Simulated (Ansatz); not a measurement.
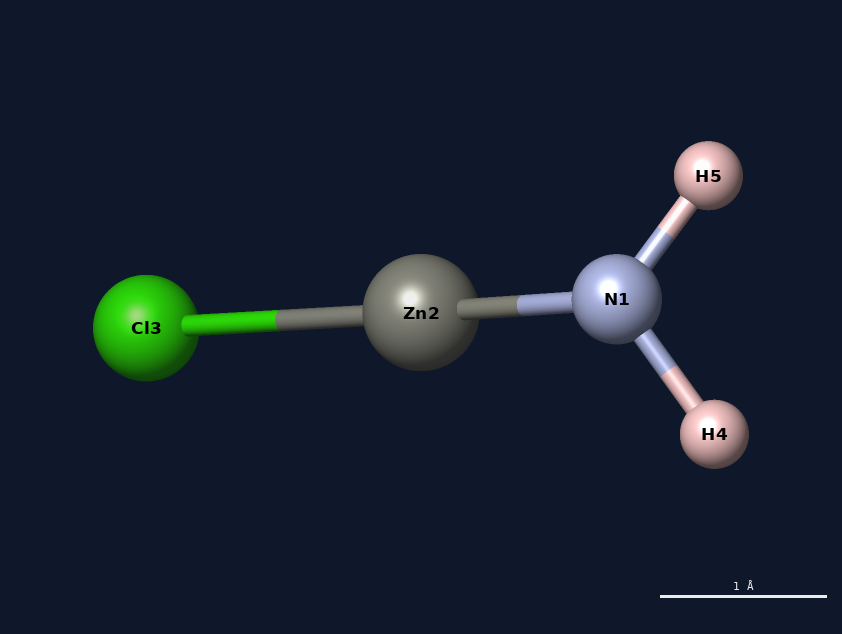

(Drawn from a calculation with Ansatz.)

Numbered structure. Geometry: moved along internal coordinates away from the minimum.

Q: How are the neighbours of atom 1 arranged?

A: N1 has 3 neighbours (Zn2 at 1.59, H4 at 1.01, H5 at 0.93 Å); the arrangement is trigonal pyramidal.

Q: What is the geometry at Zn2?

A: Zn2 has 2 neighbours (N1 at 1.59, Cl3 at 2.09 Å); the arrangement is linear.
